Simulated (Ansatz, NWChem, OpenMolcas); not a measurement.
A ladder of methods for GeS (germanium sulfide)

The species is GeS (2 atoms), meant as a singlet with charge 0. SMILES: `[S+]#[Ge-]`. Geometry: the measured bond length.

| atom | x (Å) | y (Å) | z (Å) |
| --- | --- | --- | --- |
| S | 0.0000 | 0.0000 | 0.0000 |
| Ge | 0.0000 | 0.0000 | 2.0121 |

Quantity: the electronic atomisation energy, in eV. The values are calculated. Electronic energies at fixed atoms, without zero-point motion or spin-orbit coupling.

```csv
level,kind,program,value (eV),less CCSD(T)/aug-cc-pVTZ,CPU time (all runs)
PBE/aug-cc-pVTZ,GGA,OpenMolcas,5.93,+0.34,43 s
TPSS/aug-cc-pVTZ,meta-GGA,NWChem,5.76,+0.17,5 min
r2SCAN/aug-cc-pVTZ,meta-GGA,Ansatz,5.78,+0.19,29 s
BHLYP/aug-cc-pVTZ,global hybrid,OpenMolcas,5.18,-0.41,37 s
HSE06/aug-cc-pVTZ,range-separated hybrid,Ansatz,5.61,+0.02,15 s
RPA@PBE/aug-cc-pVTZ,RPA,Ansatz,5.24,-0.35,20 s
CCSD(T)/aug-cc-pVTZ,coupled cluster or CI,NWChem,5.59,0.00,14 min
CCSD/aug-cc-pVTZ,coupled cluster or CI,Ansatz,5.27,-0.32,14 s
```

CCSD(T)/aug-cc-pVTZ is the highest level here, not the true value. All-electron rows without a relativistic Hamiltonian named are non-relativistic. The values span 5.18 to 5.93 eV. In the correlated wave-function rows the outer d shell of Ge is correlated, in sets not made for it. Times are those of the runs behind each value, whatever else they computed, on shared processors of several kinds: orders of magnitude only.

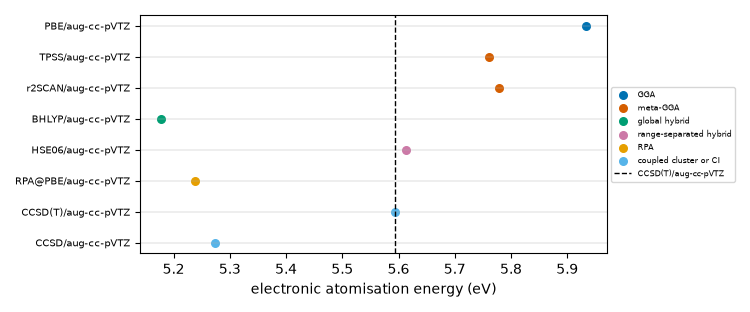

The values of the table, level by level.
